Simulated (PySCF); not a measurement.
# CCSD(T)/STO-3G run of C2Si

What is the vertical singlet–triplet gap of C2Si at CCSD(T)/STO-3G? 

The calculation is run with PySCF 2.14.0.

5 further runs of the same task are left out: 5 set aside as unsound or not needed.

### Step 1. The structure to begin with

The species is C2Si (3 atoms), meant as a singlet with charge 0. Geometry: relaxed at GFN2-xTB.

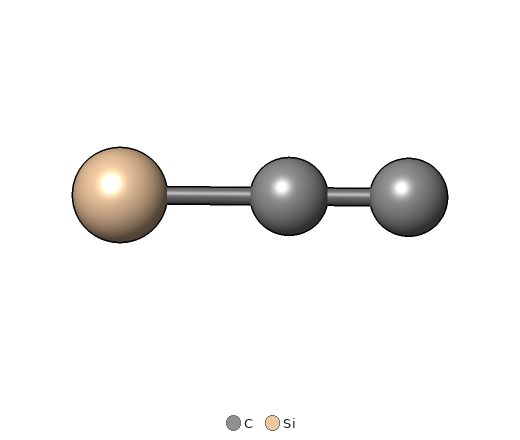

The structure, seen from a chosen angle (carbon grey, silicon light orange).

### Step 2. A single-point energy at CCSD(T)/STO-3G

Input file mol.xyz:

```xyz
3
C2Si
C     -1.111830     0.737510    -0.522770
C     -0.135170     0.089220    -0.063600
Si     1.247000    -0.826740     0.586370
```

Input file input.py:

```python
from pyscf import gto, cc

molecule = gto.M(
    atom='mol.xyz',
    max_memory=1860,
    basis='sto-3g',
    spin=0,
    verbose=3,
)

hf = molecule.RHF()
hf.conv_tol = 1e-10
hf.kernel()
if not hf.converged:
    hf = hf.newton().run(hf.mo_coeff, hf.mo_occ)

mycc = cc.CCSD(hf, frozen=7)
mycc.kernel()
e_t = mycc.ccsd_t()
etot = mycc.e_tot + e_t
print('E = %.10f Eh' % etot)
```

Started as:

```console
OMP_NUM_THREADS=1 python input.py
```

The program printed:

```text
converged SCF energy = -360.172402996265
E(CCSD) = -360.3557648910975  E_corr = -0.1833618948325442
CCSD(T) correction = -0.0190063304584255
E = -360.3747712216 Eh
```

Run time: 0.8 s. Hardware: 1 thread of Arm Neoverse V1, shared host; peak memory 0.12 GiB.

### Step 3. The triplet

Input file calc.py:

```python
from pyscf import gto, cc

molecule = gto.Mole()
molecule.atom = '''
C     -2.101054     1.393692    -0.987892
C     -0.255434     0.168601    -0.120187
Si     2.356488    -1.562312     1.108079
'''
molecule.max_memory = 1860
molecule.charge = 0
molecule.verbose = 3
molecule.unit = 'bohr'
molecule.spin = 2
molecule.basis = 'sto-3g'
molecule.build()

myscf = molecule.UHF()
myscf.conv_tol = 1e-10
myscf.kernel()
if not myscf.converged:
    myscf = myscf.newton().run(myscf.mo_coeff, myscf.mo_occ)

mycc = cc.CCSD(myscf, frozen=7)
mycc.kernel()
e_t = mycc.ccsd_t()
e_final = mycc.e_tot + e_t
print('Final energy', e_final)
```

Started as:

```console
OMP_NUM_THREADS=1 python calc.py
```

The program printed:

```text
WARN: HOMO 0.049910809945955 >= LUMO -0.172918138498833

converged SCF energy = -360.183541571167  <S^2> = 2.6956308  2S+1 = 3.432568
E(UCCSD) = -360.3345937005953  E_corr = -0.1510521294278819
UCCSD(T) correction = -0.00235800227530652
Final energy -360.3369517028706
```

Wall time 0.94 s (1 thread of Arm Neoverse V1, shared host); peak memory 0.12 GiB.

### Step 4. What came out

At CCSD(T)/STO-3G, 7 core orbitals frozen:

```
                                                           quantity          value
                                              singlet: total energy  -360.37477 Eh
                      singlet: dipole moment (Hartree–Fock density)         5.48 D
                       singlet: HOMO energy (Hartree–Fock orbitals)       -6.69 eV
                       singlet: LUMO energy (Hartree–Fock orbitals)        4.37 eV
                     singlet: HOMO–LUMO gap (Hartree–Fock orbitals)       11.06 eV
               singlet: correlation energy (7 core orbitals frozen)     -202.4 mEh
                                            singlet: (T) correction     -19.01 mEh
                                             singlet: T1 diagnostic          0.024
                                              triplet: total energy  -360.33695 Eh
                      triplet: dipole moment (Hartree–Fock density)         0.52 D
triplet: HOMO energy (Hartree–Fock orbitals) (highest over α and β)       -4.66 eV
 triplet: LUMO energy (Hartree–Fock orbitals) (lowest over α and β)        5.35 eV
               triplet: correlation energy (7 core orbitals frozen)     -153.4 mEh
                                            triplet: (T) correction      -2.36 mEh
                         triplet: ⟨S²⟩ of the reference determinant          2.696
                                             triplet: T1 diagnostic          0.075
                   vertical energy of the triplet above the singlet       1.029 eV
```

At this shape the triplet lies 1.03 eV (99 kJ/mol) above the singlet. In a minimal basis such a difference can be off by several eV, whatever the method. The T1 diagnostic (singlet) of 0.024 is above the customary mark for such species, so a single reference may not serve. The triples (singlet) make up 9.4 % of the correlation energy. ⟨S²⟩ (triplet) is 2.70 where a pure triplet has 2.00: the reference is spin-contaminated. The T1 diagnostic (triplet) of 0.075 is above the customary mark for such species, so a single reference may not serve.
